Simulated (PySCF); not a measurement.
C₂HF₅, SMILES `FC(F)(F)C(F)F`.

Method: CAM-B3LYP/def2-SVP; geometry: GFN2-xTB; program: PySCF. No frequency check shows the geometry to be a minimum. Without diffuse functions Rydberg states are missing, so the states' numbers hold for this basis only.

Geometry (Å), atoms numbered from 1:

```
F1       0.7764    0.0007    1.3123
C2       0.6175    0.0000   -0.0034
F3       1.2340   -1.0760   -0.4958
F4       1.2345    1.0752   -0.4969
C5      -0.8724   -0.0007   -0.4281
F6      -1.4838    1.0854    0.0683
F7      -1.4844   -1.0844    0.0693
H8      -0.9610   -0.0043   -1.5261
```

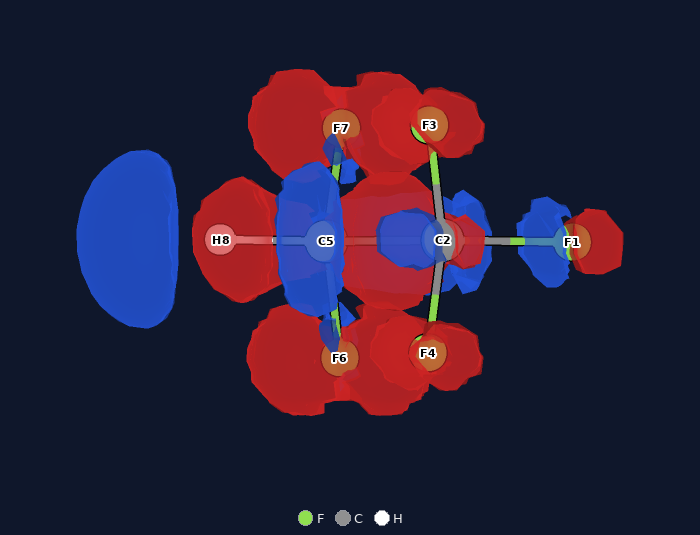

Unrelaxed difference density of S₂ less the ground state (TDA singlet states), ±0.04 e/Å³; blue: gain, red: loss.

**How does the charge move on excitation?**

0.70 e is displaced in all, of which about 0.4 e passes between atoms: F6 and F7 (0.15 e each) lose electrons and H8 (0.27 e) and C5 (0.11 e) gain them. The state: 10.90 eV (114 nm), f = 0.139 (bright); the leading pair carries 98 %; hole on F6 and F7 (21 % each), C5 (18 %) and C2 (13 %), electron on H8 (36 %), C5 (29 %) and C2 (12 %); their centroids lie 0.8 Å apart.
